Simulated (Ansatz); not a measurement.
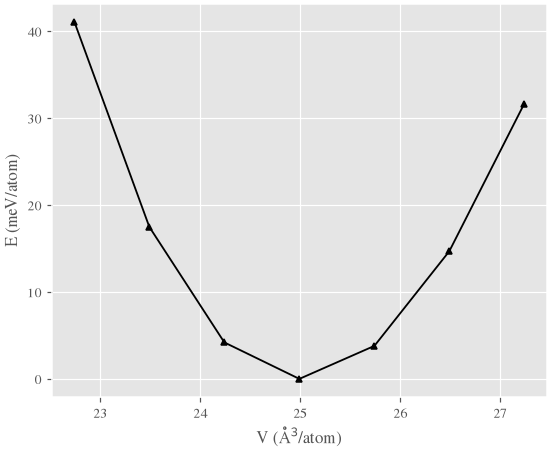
*Sc (hcp (Mg type), space group No. 194) under volume change, plane-wave PAW r²SCAN (Ansatz code), shape and atoms relaxed at each volume.*

Q: What does a third-order Birch–Murnaghan fit give for V₀, B₀ and B′?

A: V₀ = 24.99 Å³/atom, B₀ = 56.8 GPa, B′ = 3.3.

Space group P6_3/mmc (hcp (Mg type)). The r²SCAN relaxation kept the symmetry of its start. The final state is ferromagnetic, chosen from 5 collinear starts compared on coarse meshes (ties went to the first, and starts can fall back to one state), not a proven ground state. Other orbital occupations within this spin state were not tried.

Potentials: the earlier of the program's two PAW sets.
